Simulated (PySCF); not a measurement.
# C3H5F: the cost of one run

The runs use PySCF 2.14.0, with density-fitted response routines of our own; the level of theory stands in each step. All values are computed, except where a source is named. Atoms are numbered from 0 throughout.

**1. The starting structure**

9 atoms, charge 0, multiplicity 1; geometry from: PBE0-D3(BJ)/def2-SVP.

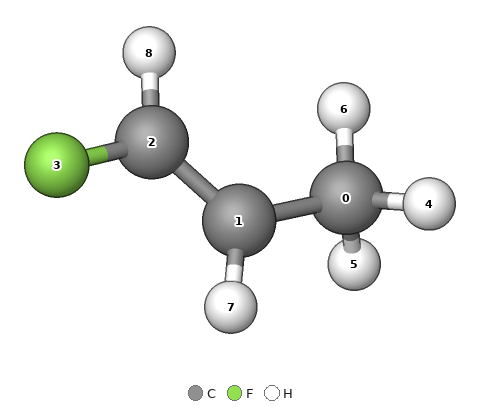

The starting geometry (carbon grey, fluorine green, hydrogen white), atoms numbered.

**2. NMR shieldings: PBE0/pcSseg-2**

The job: settings as JSON, then the geometry in Å.

```
{"job": {"kind": "nmr", "xc": "PBE0", "basis": "pcSseg-2", "pop": false}, "charge": 0, "multiplicity": 1}
C     -1.137036     0.104372     0.181025
C      0.275847     0.431582    -0.166917
C      1.270636    -0.448216    -0.121838
F      2.524105    -0.129418    -0.440367
H     -1.495155     0.721254     1.021742
H     -1.813166     0.301763    -0.667007
H     -1.253771    -0.952133     0.465382
H      0.519639     1.452570    -0.480563
H      1.165318    -1.497947     0.173725
```

Level: GIAO PBE0/pcSseg-2 NMR shielding, non-relativistic, gas phase.

Started as:

```console
$ OMP_NUM_THREADS=1 python probes_run.py task.json out
```

One launch serves the whole session: the jobs run in the order shown.

**Question.** How long does this first job take on 1 thread of Arm Neoverse N1, shared host, and how much memory does it need?

About 25 s, with a peak of 0.9 GiB.
